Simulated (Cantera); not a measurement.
Input: 1 mol Pb, 3.6 mol H2, 1.6 mol N2, equilibrated at 2700 Pa.

Method: chemical equilibrium by Gibbs-energy minimisation in Cantera with the NASA 1993 tables (ideal gas, pure condensed phases). Candidate condensed phases: Pb; 11 gas species. Kinetics and transport are ignored.

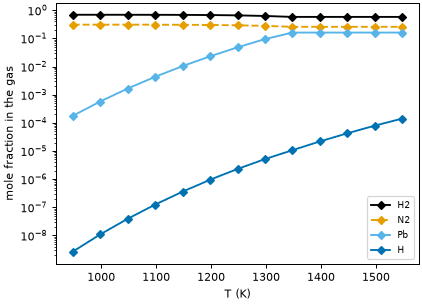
Equilibrium gas composition (values under 1e-9 drawn at 1e-9)

From 948 K to 1298 K the condensed part is Pb(l). From 1348 K to 1548 K nothing is condensed. The main Pb-bearing gas is Pb throughout.
